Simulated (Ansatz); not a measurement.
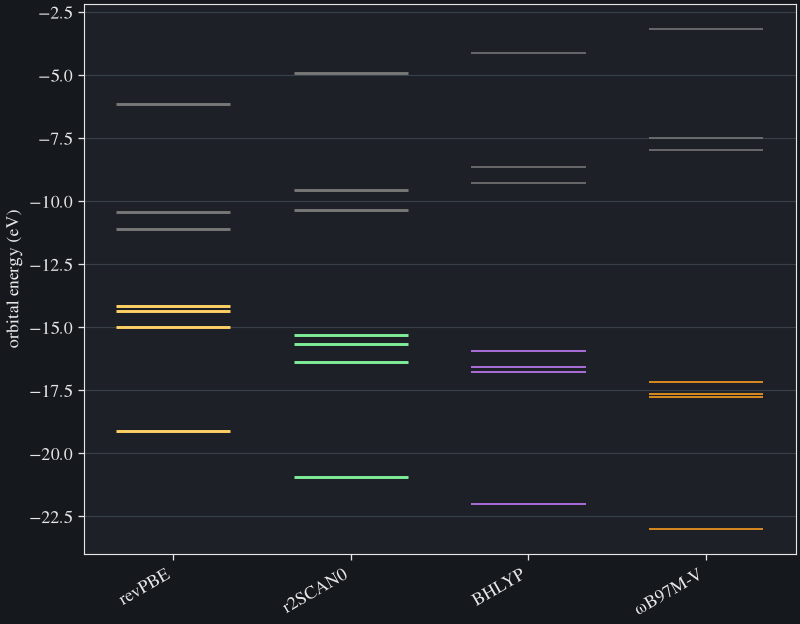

Frontier orbital energies (alpha spin) of P₂⁺, doublet at one geometry, def2-TZVPP, the Ansatz code, at a PBE0-D4/def2-TZVP geometry (a minimum by its frequencies). Empty levels are grey, levels within 0.1 eV stand side by side; all columns show the same few orbitals around the gap. HOMO and LUMO mean the alpha set's.

### Compare the HOMO-LUMO separations.

The separation grows from 3.02 eV (revPBE) to 9.22 eV (ωB97M-V).

```
  level  HOMO (eV)  LUMO (eV)  separation (eV)
 revPBE     −14.14     −11.13             3.02
r2SCAN0     −15.31     −10.36             4.95
  BHLYP     −15.93      −9.27             6.66
ωB97M-V     −17.17      −7.96             9.22
```
